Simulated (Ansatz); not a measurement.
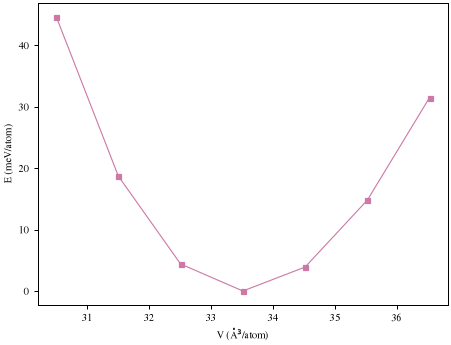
Figure. LaI (NiAs type, P6_3/mmc) under volume change, r²SCAN in the plane-wave PAW code Ansatz, shape and atoms relaxed at each volume.

Task: What does a third-order Birch–Murnaghan fit give for V₀, B₀ and B′?

Result: V₀ = 33.52 Å³/atom, B₀ = 43.9 GPa, B′ = 4.8.

The workflow started from an entry of the Crystallography Open Database (COD). Its standing as an ambient phase is unchecked. The cell was relaxed with r²SCAN under the symmetry of its start; its stability against distortions is not shown here. Spin–orbit coupling is left out wherever it is not named.

Potentials: the later of the program's two PAW sets.
